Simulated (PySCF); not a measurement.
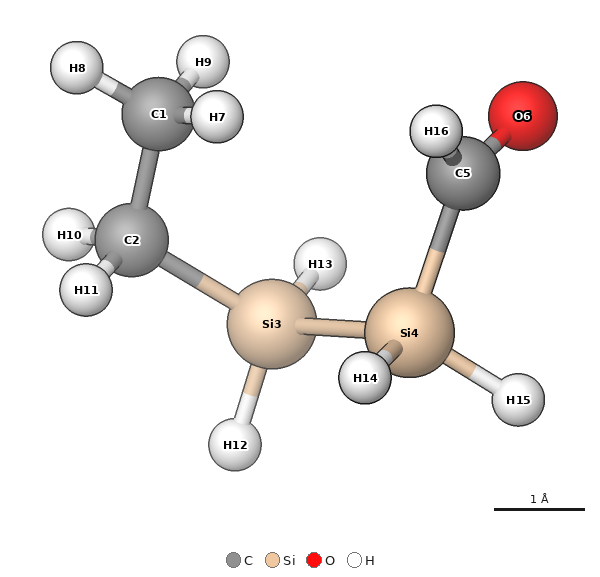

**Figure 1.** The input geometry of run 1 (ball-and-stick view, seen at a tilt; atoms are numbered from 1 in the order of the input). Bond lengths as drawn: C–C 1.52 Å, C–H 1.09 to 1.11 Å, C–O 1.21 Å, C–Si 1.91 to 1.92 Å, H–Si 1.46 to 1.47 Å and Si–Si 2.32 Å.

# Two runs on C$_{3}$H$_{10}$OSi$_{2}$

System: C$_{3}$H$_{10}$OSi$_{2}$.
Method of run 1: GIAO KT2/pcSseg-1 NMR shielding, non-relativistic, IEF-PCM tetrahydrofuran (PySCF 2.14.0).

The geometry comes from this level: GFN2-xTB. Text and figures count atoms from 1; the logs count them from 0 in places.

## Input file, run 1
```
{"job": {"xc": "KT2", "basis": "pcSseg-1", "solvent": "tetrahydrofuran", "kind": "nmr", "pop": false}, "charge": 0, "multiplicity": 1}
C      1.380740     1.055945     0.722191
C      1.734168    -0.147764    -0.143583
Si     0.341950    -1.454814    -0.195430
Si    -1.634933    -0.499385    -0.949367
C     -2.217821     0.790187     0.343726
O     -2.595773     0.480701     1.446720
H      0.502484     1.569511     0.332190
H      2.202284     1.770320     0.753237
H      1.163293     0.746435     1.742379
H      2.649432    -0.603237     0.238479
H      1.961967     0.194168    -1.155285
H      0.783735    -2.538847    -1.086570
H      0.210439    -2.032170     1.149012
H     -1.560697     0.251725    -2.211372
H     -2.747098    -1.443648    -1.071603
H     -2.181768     1.869818     0.073865
```

The first line tells a small driver script what to run in PySCF; the rest is the geometry in Å.

Command:
```bash
OMP_NUM_THREADS=1 python <driver script> task.json out
```

Hardware: 1 CPU thread, shared host.

## Output (run 1)
```
coarse grid: 13792 points
cycle   1  E = -782.4636410988  dE =  3.355e-01  |g| = 8.898e-01  |ddm| = 3.482e+00
cycle   2  E = -781.5042344482  dE =  9.594e-01  |g| = 2.173e+00  |ddm| = 3.529e+00
cycle   3  E = -782.6097153066  dE = -1.105e+00  |g| = 2.919e-01  |ddm| = 3.163e+00
cycle   4  E = -782.6253830000  dE = -1.567e-02  |g| = 1.557e-01  |ddm| = 3.651e-01
cycle   5  E = -782.6313137529  dE = -5.931e-03  |g| = 2.890e-02  |ddm| = 1.506e-01
cycle   6  E = -782.6315375094  dE = -2.238e-04  |g| = 9.034e-03  |ddm| = 4.267e-02
cycle   7  E = -782.6315570994  dE = -1.959e-05  |g| = 2.370e-03  |ddm| = 9.320e-03
cycle   8  E = -782.6315584779  dE = -1.378e-06  |g| = 5.143e-04  |ddm| = 2.709e-03
final grid: 122408 points
cycle   9  E = -782.7146217522  dE = -1.643e-04  |g| = 1.977e-02  |ddm| = 3.453e-02
cycle  10  E = -782.7145352316  dE =  8.652e-05  |g| = 2.443e-02  |ddm| = 4.039e-02
cycle  11  E = -782.7146856164  dE = -1.504e-04  |g| = 4.366e-03  |ddm| = 2.913e-02
cycle  12  E = -782.7146897474  dE = -4.131e-06  |g| = 1.885e-03  |ddm| = 4.696e-03
cycle  13  E = -782.7146904805  dE = -7.331e-07  |g| = 3.445e-04  |ddm| = 1.217e-03
cycle  14  E = -782.7146905067  dE = -2.624e-08  |g| = 6.542e-05  |ddm| = 3.720e-04
cycle  15  E = -782.7146905079  dE = -1.118e-09  |g| = 1.366e-05  |ddm| = 8.520e-05
cycle  16  E = -782.7146905079  dE = -6.480e-11  |g| = 2.674e-06  |ddm| = 2.476e-05
converged SCF energy = -782.7146905079

GIAO shielding tensors (ppm)
atom      isotropic    diamagn.    paramagn.     s11        s22        s33       span
  0 C      168.232     250.932     -82.700    157.088    165.144    182.464     25.376
  1 C      177.695     252.790     -75.094    172.642    176.543    183.900     11.258
  2 Si     423.229     883.776    -460.547    379.929    413.100    476.657     96.728
  3 Si     452.329     884.184    -431.855    428.393    445.953    482.642     54.249
  4 C      -47.950     254.048    -301.998   -165.600    -67.690     89.439    255.039
  5 O     -501.971     401.278    -903.249  -1417.862   -470.129    382.079   1799.941
  6 H       30.983      33.826      -2.844     26.755     30.448     35.745      8.990
  7 H       29.876      29.296       0.580     24.954     27.296     37.377     12.423
  8 H       30.600      32.091      -1.491     26.944     28.609     36.246      9.302
  9 H       30.338      29.897       0.441     25.381     28.402     37.232     11.851
 10 H       30.570      31.653      -1.083     26.376     28.530     36.804     10.428
 11 H       27.377      29.366      -1.990     23.894     25.352     32.884      8.990
 12 H       27.637      30.307      -2.670     24.360     25.721     32.829      8.469
 13 H       27.284      29.779      -2.495     24.276     25.582     31.994      7.719
 14 H       27.762      28.918      -1.156     24.894     25.457     32.935      8.041
 15 H       19.158      28.797      -9.639     13.470     20.030     23.973     10.503
```

The input of run 2 differs as follows (lines with − go, lines with + come):
```diff
-"xc": "KT2"
+"xc": "KT3"
-"solvent": "tetrahydrofuran"
+"solvent": "dichloromethane"
```

Predict how the results change.

The total energies belong to different models, so their difference says nothing on which is more stable or more accurate. The LUMO goes from −2.57 to −2.51 eV. The dipole moment goes from 3.08 to 3.04 D. Of all shieldings, the largest change is that of O6, by +20.3 ppm. The functional changes from KT2 to KT3. The number of SCF iterations is the same.

## Output (run 2)
```
coarse grid: 13792 points
cycle   1  E = -781.7876396627  dE =  3.065e-01  |g| = 8.957e-01  |ddm| = 3.502e+00
cycle   2  E = -780.8319888292  dE =  9.557e-01  |g| = 2.174e+00  |ddm| = 3.594e+00
cycle   3  E = -781.9366424571  dE = -1.105e+00  |g| = 3.020e-01  |ddm| = 3.200e+00
cycle   4  E = -781.9538180947  dE = -1.718e-02  |g| = 1.541e-01  |ddm| = 3.670e-01
cycle   5  E = -781.9596702268  dE = -5.852e-03  |g| = 2.722e-02  |ddm| = 1.488e-01
cycle   6  E = -781.9598668440  dE = -1.966e-04  |g| = 8.911e-03  |ddm| = 3.903e-02
cycle   7  E = -781.9598855708  dE = -1.873e-05  |g| = 2.293e-03  |ddm| = 8.630e-03
cycle   8  E = -781.9598868205  dE = -1.250e-06  |g| = 4.670e-04  |ddm| = 2.471e-03
final grid: 122408 points
cycle   9  E = -782.0328563587  dE = -1.478e-04  |g| = 2.166e-02  |ddm| = 3.813e-02
cycle  10  E = -782.0325769186  dE =  2.794e-04  |g| = 4.191e-02  |ddm| = 4.605e-02
cycle  11  E = -782.0329017077  dE = -3.248e-04  |g| = 1.024e-02  |ddm| = 3.560e-02
cycle  12  E = -782.0329208161  dE = -1.911e-05  |g| = 2.032e-03  |ddm| = 6.813e-03
cycle  13  E = -782.0329220972  dE = -1.281e-06  |g| = 1.456e-04  |ddm| = 2.450e-03
cycle  14  E = -782.0329221014  dE = -4.222e-09  |g| = 7.386e-05  |ddm| = 2.376e-04
cycle  15  E = -782.0329221029  dE = -1.515e-09  |g| = 1.250e-05  |ddm| = 8.039e-05
cycle  16  E = -782.0329221030  dE = -4.729e-11  |g| = 2.756e-06  |ddm| = 2.031e-05
converged SCF energy = -782.0329221030

GIAO shielding tensors (ppm)
atom      isotropic    diamagn.    paramagn.     s11        s22        s33       span
  0 C      167.651     250.055     -82.404    157.503    164.067    181.385     23.882
  1 C      176.016     252.114     -76.098    171.102    174.568    182.379     11.277
  2 Si     424.472     883.139    -458.667    385.263    413.655    474.497     89.234
  3 Si     452.162     883.494    -431.332    429.876    446.662    479.947     50.070
  4 C      -45.657     253.919    -299.576   -161.672    -65.927     90.628    252.300
  5 O     -481.677     401.308    -882.985  -1364.892   -460.699    380.560   1745.452
  6 H       31.082      33.957      -2.876     26.882     30.543     35.821      8.939
  7 H       30.085      29.398       0.687     25.294     27.554     37.407     12.113
  8 H       30.779      32.287      -1.508     27.168     28.840     36.328      9.161
  9 H       30.491      29.974       0.517     25.663     28.592     37.219     11.555
 10 H       30.724      31.797      -1.073     26.642     28.700     36.831     10.189
 11 H       27.725      29.658      -1.933     24.356     25.710     33.111      8.755
 12 H       27.960      30.701      -2.741     24.800     26.037     33.044      8.243
 13 H       27.595      30.088      -2.493     24.628     25.958     32.199      7.571
 14 H       28.065      29.169      -1.105     25.240     25.834     33.120      7.880
 15 H       19.346      29.037      -9.691     13.739     20.313     23.986     10.246
```

## The two runs side by side

```csv
quantity,run 1,run 2
outcome,converged,converged
total energy (hartree),−782.714691,−782.032922
HOMO (eV),−5.60,−5.60
LUMO (eV),−2.57,−2.51
dipole moment (D),3.08,3.04
shielding of C1 (ppm),168.2,167.7
shielding of C2 (ppm),177.7,176.0
shielding of Si3 (ppm),423.2,424.5
shielding of C5 (ppm),−48.0,−45.7
shielding of O6 (ppm),−502.0,−481.7
shielding of H12 (ppm),27.4,27.7
shielding of H13 (ppm),27.6,28.0
SCF iterations,16,16
basis functions,166,166
wall time (shared host),15 s,15 s
```
